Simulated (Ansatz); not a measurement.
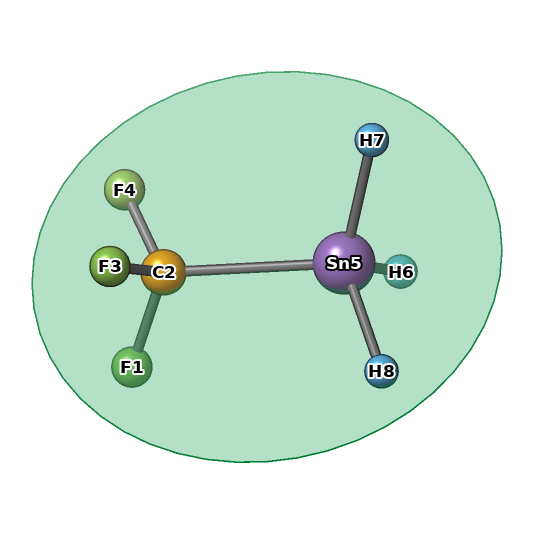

A disc through the centre of mass is drawn in. Atoms fade into the background with distance from the viewer. The computed structure is the end point of a PBE0-D4/def2-TZVP optimisation.

Is the plane of the disc a mirror plane of the structure?

Answer. Yes. The reflection leaves C2, F4, Sn5, H8 in place and moves F1 ↔ F3; H6 ↔ H7. The point group is C3v.
